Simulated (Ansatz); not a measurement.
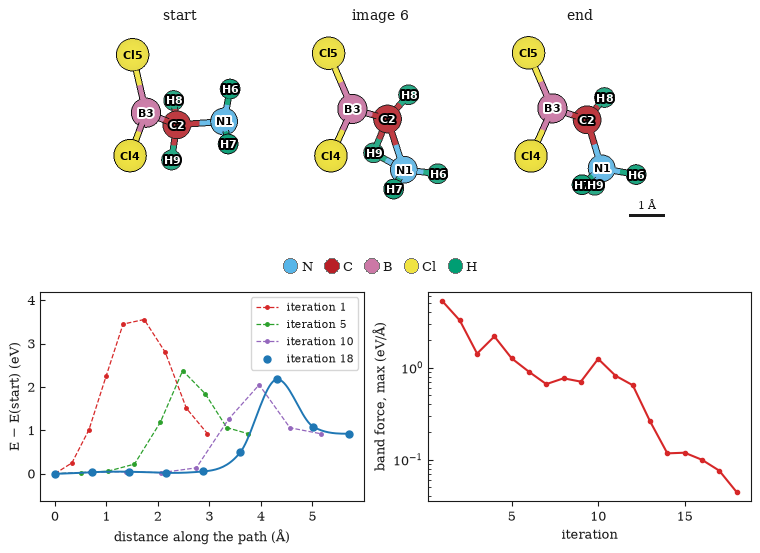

NEB run on CH$_{4}$BCl$_{2}$N. Images are numbered from 0 (start) to 8 (end). The plot follows the band through its iterations. A ball-and-stick model, seen at a tilt.

Computed with Ansatz, UKS PBE-D4/def2-SVP. Settings: 7 movable images; climbing image; force threshold 0.05 eV/Å; iteration limit 60; starting path through a guess of the saddle point.

Q: How did the profile develop, and is the result final?

A: The run is converged, with reservations. The band converged in 18 iterations. The largest component of the band force went from 5.3 to 0.045 eV/Å. The climbing image converged on the top of the path. Its vibrational analysis gives one imaginary mode (1446i cm⁻¹), as a transition state must have. The first iteration put the highest image at 3.56 eV. The highest point, image 6, lies 2.18 eV above the start and 1.26 eV above the end; the end is at +0.92 eV relative to the start.
